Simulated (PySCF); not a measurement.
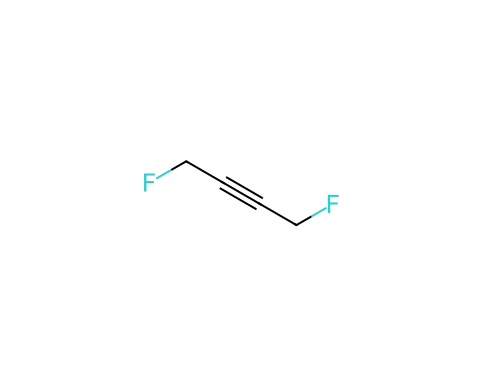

Skeletal drawing of a molecule.

Transcribe the drawing into SMILES.

FCC#CCF

Give the formula, hydrogens included.

C4H4F2.

An optimisation with PBE0-D3(BJ)/def2-SVP gave a structure of which point group?

C2.

More results for the same structure follow; atom numbers are the same in all pictures, views and colours differ. Computed geometry: PBE0-D3(BJ)/def2-SVP optimisation. No frequency run is at hand to confirm it as a minimum.

## Spin–spin coupling

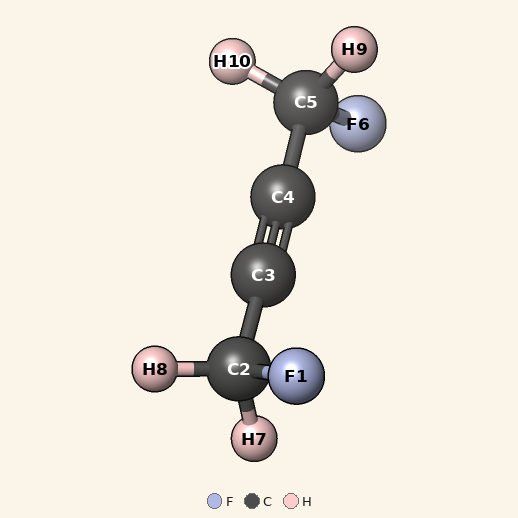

No frequency run is at hand to confirm it as a minimum. Properties computed with B3LYP/pcJ-1 indirect spin-spin coupling, non-relativistic, gas phase (PySCF 2.14.0). Isotopes: 13C, 19F, 1H.

Give the spin–spin coupling constants of these pairs, with the number of bonds between them: F1/C2, F1/H7, F1/H8, C4/F6, F6/H10, F6/H9, F1/C4, C3/F6.

```csv
pair,bonds apart,J (Hz)
"F1, C2",1,−245.1
"F1, H7",2,54.3
"F1, H8",2,56.1
"C4, F6",2,19.4
"F6, H10",2,56.1
"F6, H9",2,54.3
"F1, C4",3,10.6
"C3, F6",3,10.6
```

Density functionals are unreliable for couplings to fluorine, so those rows may be far off.

## Bond orders

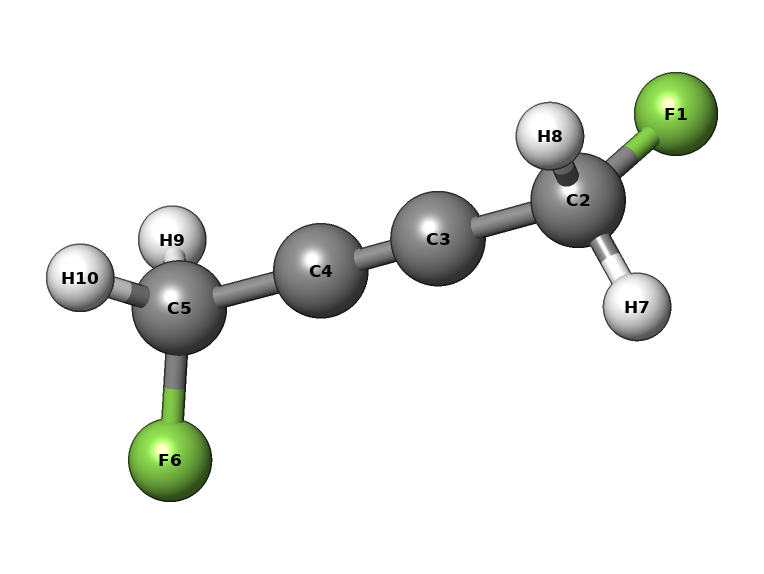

Every bond is drawn as one stick. No frequency run is at hand to confirm it as a minimum. Computed with PBE0/pcSseg-1 in chloroform (IEF-PCM) (PySCF 2.14.0).

Which bond has the highest Mayer bond order?

C3–C4, 2.45, at a length of 1.212 Å.

List the Mayer bond orders of C3–C4, C2–C3, F1–C2, C2–H7, C2–H8 (one bond of each equivalent set).

| bond | Mayer order | length (Å) |
| --- | --- | --- |
| C3–C4 | 2.45 | 1.212 |
| C2–C3 | 1.16 | 1.456 |
| F1–C2 | 0.89 | 1.369 |
| C2–H7 | 0.92 | 1.104 |
| C2–H8 | 0.92 | 1.104 |

## Core levels

No frequency run is at hand to confirm it as a minimum. Properties computed with delta-SCF UKS SCAN, pcX-2 on the ionised atom, pcseg-1 elsewhere, spin-free X2C (PySCF 2.14.0).

Give the core-electron binding energies (to vacuum) of F1 1s, C2 1s, C3 1s.

```csv
atom,level,binding energy (eV)
F1,1s,692.7
C2,1s,294.2
C3,1s,291.0
```
